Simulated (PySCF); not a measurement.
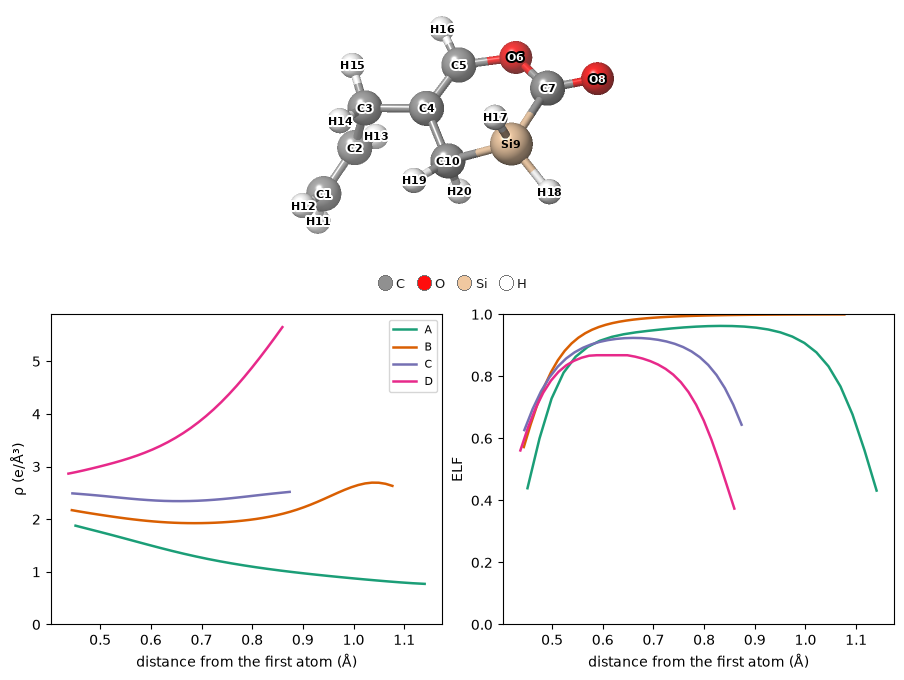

*C₇H₁₀O₂Si (SMILES C=CCC1=COC(=O)[SiH2]C1). Electron density and ELF along straight lines between neighbouring atoms. The curves leave out the atomic cores. The structure is drawn too.*

Geometry: GFN2-xTB.

All numbers below come from PySCF, PBE0/pcSseg-1, SCF density, gas phase, non-relativistic.

| atom | x (Å) | y (Å) | z (Å) |
| --- | --- | --- | --- |
| C | 3.2086 | -0.5522 | -0.0015 |
| C | 2.3179 | 0.4016 | 0.1908 |
| C | 1.2578 | 0.7880 | -0.7995 |
| C | -0.1034 | 0.4847 | -0.2266 |
| C | -0.8717 | 1.4816 | 0.2030 |
| O | -2.0974 | 1.4462 | 0.8175 |
| C | -2.9106 | 0.3692 | 0.8018 |
| O | -3.9577 | 0.4391 | 1.3969 |
| Si | -2.3525 | -1.1851 | -0.1746 |
| C | -0.4655 | -0.9683 | -0.1114 |
| H | 3.9478 | -0.8017 | 0.7404 |
| H | 3.2438 | -1.1200 | -0.9172 |
| H | 2.2966 | 0.9576 | 1.1187 |
| H | 1.4014 | 0.2302 | -1.7274 |
| H | 1.3392 | 1.8555 | -1.0160 |
| H | -0.5472 | 2.5117 | 0.1326 |
| H | -2.8645 | -1.0662 | -1.5425 |
| H | -2.8231 | -2.3813 | 0.5121 |
| H | 0.0463 | -1.5351 | -0.8893 |
| H | -0.0710 | -1.3449 | 0.8383 |

Q: Which curve belongs to which contact (C–C, C–H, C–O and C–Si)? The first atom named is at distance zero.

A: Curve A: C–Si (1.90 Å): ρ at the midpoint is about 0.92 e/Å³; the ELF peaks at about 0.95 between the atoms: localised, covalent bonding. Curve B: C–H (1.08 Å): ρ at the midpoint is about 2 e/Å³; the ELF climbs to about 1 towards the hydrogen, as it does in any bond to H (a covalent bond by its length). Curve C: C–C (1.32 Å): ρ is about 2.3 e/Å³ halfway; the ELF peaks at about 0.90 between the atoms; a short, multiple covalent bond. Curve D: C–O (1.21 Å): ρ at the midpoint is about 3.3 e/Å³; the ELF peaks at about 0.85 between the atoms: a short, multiple covalent bond.
